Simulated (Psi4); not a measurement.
# UB3LYP/def2-SVP (Cholesky decomposition, cholesky tolerance 0.001, sweep point 6) run of BNH2Cl (SMILES N[B]Cl)

What is the vertical doublet–quartet gap of BNH2Cl at UB3LYP/def2-SVP (Cholesky decomposition, cholesky tolerance 0.001, sweep point 6)? 

The results are computed with Psi4 1.11.

2 further runs of the same task are left out: 2 set aside as unsound or not needed.

## (1) Starting point

BNH2Cl has 5 atoms, charge 0, and is taken as a doublet. SMILES: `N[B]Cl`. The shape is that of a PBE0-D4/def2-TZVP optimisation. This is one conformer, not always the lowest.

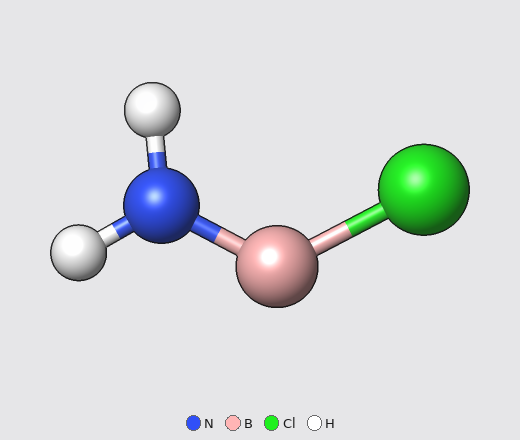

Viewed from a chosen angle; nitrogen blue, boron pink, chlorine green, hydrogen white.

## (2) The energy at UB3LYP/def2-SVP (Cholesky decomposition, cholesky tolerance 0.001, sweep point 6)

Contents of bclh2n.in:

```
memory 1600 MB

molecule {
  0 2
  N     -0.63116853     0.77875614    -0.48509270
  B     -0.18594905    -1.02914485     1.33112308
  Cl     2.53828013    -2.88410001     1.48267912
  H     -2.22364073     1.81394811    -0.51608420
  H      0.59677551     1.18126780    -1.89085996
  units bohr
  symmetry c1
}

set {
  basis def2-SVP
  reference uks
  puream true
  scf_type cd
  dft_radial_points 99
  dft_spherical_points 590
  cholesky_tolerance 0.001
  maxiter 150
}

e = energy('b3lyp')
```

The run is started by

```
psi4 -i bclh2n.in -o bclh2n.out -n 1
```

bclh2n.out:

```text
[...]
  Running in c1 symmetry.
[...]
  Nuclear repulsion =   77.618076106379149
[...]
  Multiplicity = 2
[...]
  Nalpha       = 16
  Nbeta        = 15
[...]
    Number of basis functions: 56
[...]
   @UKS iter   1:  -540.58761070087303   -7.70834e-02   1.31197e-02 DIIS/ADIIS
[...]
   @UKS iter   9:  -540.83074731632769   -3.51966e-08   6.91944e-07 DIIS
[...]
   @S^2 Observed:                7.523790917E-01
[...]
    Orbital Energies [Eh]
    ---------------------
    Alpha Occupied:
       1A   -101.494572     2A    -14.344780     3A     -9.450038
       4A     -7.216340     5A     -7.210394     6A     -7.210096
       7A     -6.807200     8A     -0.882206     9A     -0.823413
      10A     -0.533652    11A     -0.529330    12A     -0.426958
      13A     -0.355344    14A     -0.333169    15A     -0.296413
      16A     -0.195540
    Alpha Virtual:
      17A      0.010858    18A      0.050591    19A      0.094642
      20A      0.147167    21A      0.193267    22A      0.220745
      23A      0.301750    24A      0.301849    25A      0.465021
[...]
  @UKS Final Energy:  -540.83074731632769
   => Energetics <=
    Nuclear Repulsion Energy =             77.6180761063791493
    One-Electron Energy =                -897.9434489143681049
    Two-Electron Energy =                 311.7417067077146271
    DFT Exchange-Correlation Energy =     -32.2470812160534024
    Empirical Dispersion Energy =           0.0000000000000000
    VV10 Nonlocal Energy =                  0.0000000000000000
    Total Energy =                       -540.8307473163276882
[...]
 Multipole Moments:
 ------------------------------------------------------------------------------------
     Multipole            Electronic (a.u.)      Nuclear  (a.u.)        Total (a.u.)
 ------------------------------------------------------------------------------------
 L = 1.  Multiply by 2.5417464519 to convert [e a0] to [Debye]
 Dipole X            :          1.7059572           -1.9437844           -0.2378272
 Dipole Y            :         -2.6450909            3.4036577            0.7585668
 Dipole Z            :          1.8612951           -2.5847534           -0.7234583
 Magnitude           :                                                    1.0748848
[...]
```

Run time: 5.7 s. Hardware: 1 thread of AMD EPYC 9R45 (Zen 5), shared host; peak memory 0.61 GiB.

## (3) The quartet

Contents of input.inp:

```
memory 1.6 GB

molecule {
  0 4
  N     -0.63116853     0.77875614    -0.48509270
  B     -0.18594905    -1.02914485     1.33112308
  Cl     2.53828013    -2.88410001     1.48267912
  H     -2.22364073     1.81394811    -0.51608420
  H      0.59677551     1.18126780    -1.89085996
  units au
  symmetry c1
}

set {
  reference uks
  puream true
  scf_type cd
  dft_radial_points 99
  dft_spherical_points 590
  cholesky_tolerance 0.001
  maxiter 150
}

energy("b3lyp/def2-SVP")
```

The run is started by

```
psi4 input.inp input.out -n 1
```

input.out:

```text
[...]
  Running in c1 symmetry.
[...]
  Nuclear repulsion =   77.618076106379149
[...]
  Multiplicity = 4
[...]
  Nalpha       = 17
  Nbeta        = 14
[...]
    Number of basis functions: 56
[...]
   @UKS iter   1:  -540.17359538257563    3.36932e-01   1.53281e-02 DIIS/ADIIS
[...]
   @UKS iter  11:  -540.59785566772507   -5.97015e-09   1.46867e-07 DIIS
[...]
   @S^2 Observed:                3.754871116E+00
[...]
    Orbital Energies [Eh]
    ---------------------
    Alpha Occupied:
       1A   -101.510980     2A    -14.431129     3A     -9.464479
       4A     -7.230457     5A     -7.228514     6A     -7.223454
       7A     -6.738777     8A     -0.958967     9A     -0.834692
      10A     -0.592451    11A     -0.578843    12A     -0.430891
      13A     -0.427612    14A     -0.350400    15A     -0.337987
      16A     -0.171134    17A     -0.068550
    Alpha Virtual:
      18A      0.017858    19A      0.065278    20A      0.139163
      21A      0.192709    22A      0.233217    23A      0.300090
      24A      0.323415    25A      0.456282    26A      0.494206
[...]
  @UKS Final Energy:  -540.59785566772507
   => Energetics <=
    Nuclear Repulsion Energy =             77.6180761063791493
    One-Electron Energy =                -897.1972424433720334
    Two-Electron Energy =                 311.2167152581595815
    DFT Exchange-Correlation Energy =     -32.2354045888917611
    Empirical Dispersion Energy =           0.0000000000000000
    VV10 Nonlocal Energy =                  0.0000000000000000
    Total Energy =                       -540.5978556677250708
[...]
 Multipole Moments:
 ------------------------------------------------------------------------------------
     Multipole            Electronic (a.u.)      Nuclear  (a.u.)        Total (a.u.)
 ------------------------------------------------------------------------------------
 L = 1.  Multiply by 2.5417464519 to convert [e a0] to [Debye]
 Dipole X            :          1.8811045           -1.9437844           -0.0626799
 Dipole Y            :         -2.1975275            3.4036577            1.2061302
 Dipole Z            :          1.1955457           -2.5847534           -1.3892076
 Magnitude           :                                                    1.8408087
[...]
```

Wall time 6.6 s (1 thread of AMD EPYC 9R45 (Zen 5), shared host); peak memory 0.61 GiB.

## (4) Outcome

Level: UB3LYP/def2-SVP (Cholesky decomposition, cholesky tolerance 0.001, sweep point 6).

| quantity | value |
| --- | --- |
| doublet: total energy | -540.83075 Eh |
| doublet: dipole moment | 2.73 D |
| doublet: HOMO energy (highest over α and β) | -5.32 eV |
| doublet: LUMO energy (lowest over α and β) | -1.45 eV |
| doublet: ⟨S²⟩ | 0.752 |
| quartet: total energy | -540.59786 Eh |
| quartet: dipole moment | 4.68 D |
| quartet: HOMO energy (highest over α and β) | -1.87 eV |
| quartet: ⟨S²⟩ | 3.755 |
| vertical energy of the quartet above the doublet | 6.337 eV |

**Reading.** At this shape the quartet lies 6.34 eV (146 kcal/mol) above the doublet.
